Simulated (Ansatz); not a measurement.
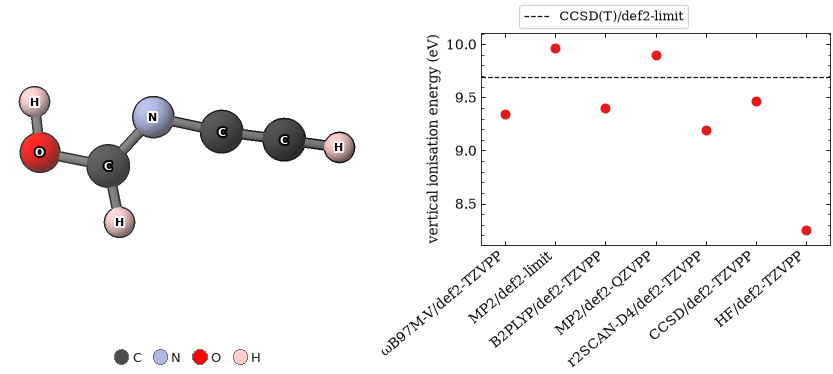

Vertical ionisation energy of C₃H₃NO (imidic-acid tautomer), SMILES C#C/N=C/O, taken as the energy of the cation less that of the neutral at fixed geometry (unrestricted doublet cation, cores frozen in correlated methods, no spin-orbit coupling), the Ansatz code, at a PBE0-D4/def2-TZVP geometry (a minimum by its frequencies). Limit means an estimate of the basis limit from triple and quadruple zeta; for coupled cluster it is either extrapolated directly or built as the MP2 limit plus the step from MP2 in triple zeta. B2PLYP/def2-TZVPP holds a correlation term that converges slowly with the basis, so part of the distance to the limit is basis error. The distance of MP2/def2-QZVPP and CCSD/def2-TZVPP to the limit includes basis error.

### What range do the values span, the line included?

From 8.25 eV (HF/def2-TZVPP) to 9.96 eV (MP2/def2-limit).

### Give the values.

```tsv
level	eV	less CCSD(T)/def2-limit
ωB97M-V/def2-TZVPP	9.34	−0.35
MP2/def2-limit	9.96	0.28
B2PLYP/def2-TZVPP	9.40	−0.29
MP2/def2-QZVPP	9.90	0.21
r2SCAN-D4/def2-TZVPP	9.20	−0.49
CCSD/def2-TZVPP	9.47	−0.22
HF/def2-TZVPP	8.25	−1.44
CCSD(T)/def2-limit	9.69	0.00
```
